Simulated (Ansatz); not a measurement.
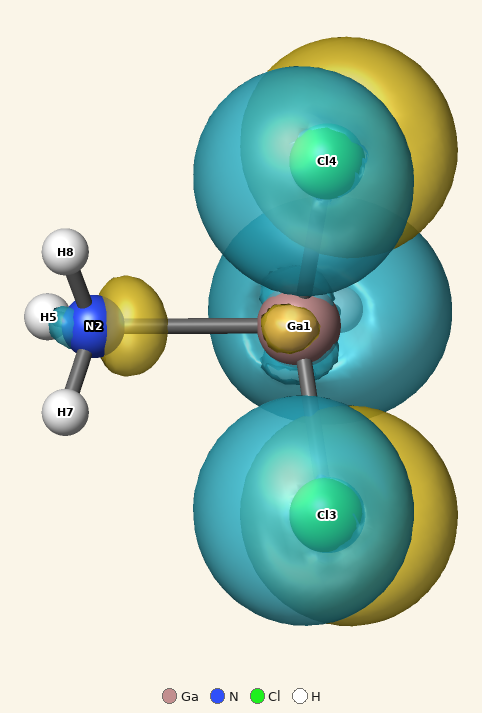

*Cl₂GaH₄N. The HOMO at ±0.08 Å⁻³ᐟ² (yellow and cyan are the two phases), seen across its widest extent.*

The product side of a reaction path; geometry: PBE0-D4/def2-TZVP.

Computed with Ansatz 0.2.0, RKS PBE0-D4/def2-TZVPP.

| atom | x (Å) | y (Å) | z (Å) |
| --- | --- | --- | --- |
| Ga | -1.0391 | -0.1084 | -0.2131 |
| N | 0.9709 | -0.0477 | 0.3883 |
| Cl | -0.6646 | -0.7597 | -2.2600 |
| Cl | -1.4072 | 2.0354 | -0.0598 |
| H | 1.1981 | -0.6211 | 1.1933 |
| H | -1.7935 | -1.0679 | 0.7512 |
| H | 1.5363 | -0.3497 | -0.3996 |
| H | 1.1991 | 0.9193 | 0.5995 |

### What is the character of this orbital?

Its weight (Hirshfeld) is mainly on Cl4 (about 35 %), Cl3 (about 35 %), H6 (about 15 %) and Ga1 (about 15 %). Its energy is −8.24 eV.
